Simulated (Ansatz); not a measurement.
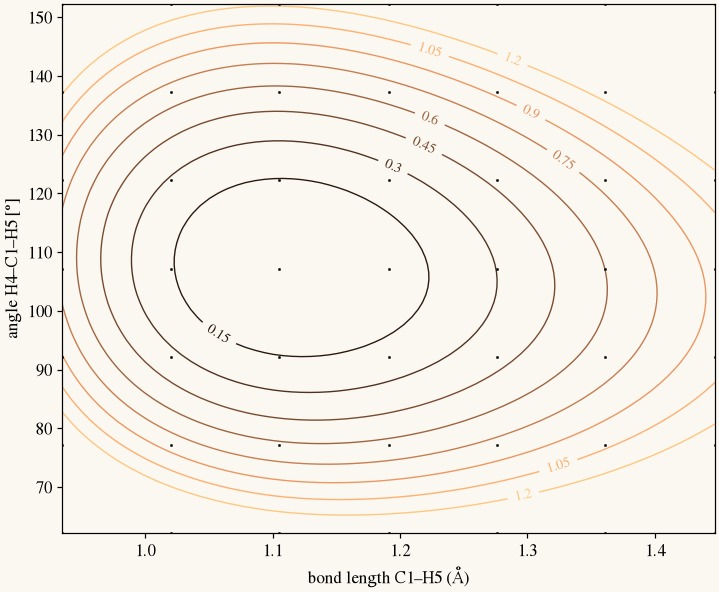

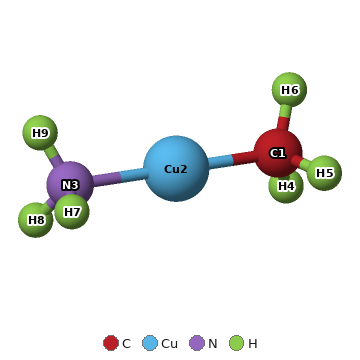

Energy landscape of CH₆CuN, SMILES [CH3][Cu-][NH3+]. 
- The first coordinate is: bond length C1–H5; the second: angle H4–C1–H5.
- Nothing is relaxed (all other coordinates rigid).
- The scan uses a 7 × 7 grid.
- Points are written as (first, second).
- Energies are in eV, from the relaxed molecule at the same level.
- Computed with RKS PBE-D4/def2-SVP in Ansatz 0.2.0.

Drawn: contour lines labelled in eV (none above 1.2), dots at the grid points. Between grid points the surface is interpolated. The second picture is the structure at the lowest point.

Describe this landscape.

The lowest grid point is at (1.105 Å, 107.2°), 0.0010 eV from the relaxed molecule at the same level. It is the only kind of minimum in the scanned range. The highest grid point, (0.935 Å, 62.2°), lies 2.34 eV above the lowest. Round the minimum the two coordinates are weakly coupled (coupling 0.08 in units of the two stiffnesses).

Time for the 49 points that were run: 16 min on 1 thread of Intel(R) Xeon(R) Processor @ 2.50GHz (Skylake/Cascade Lake) (shared host).
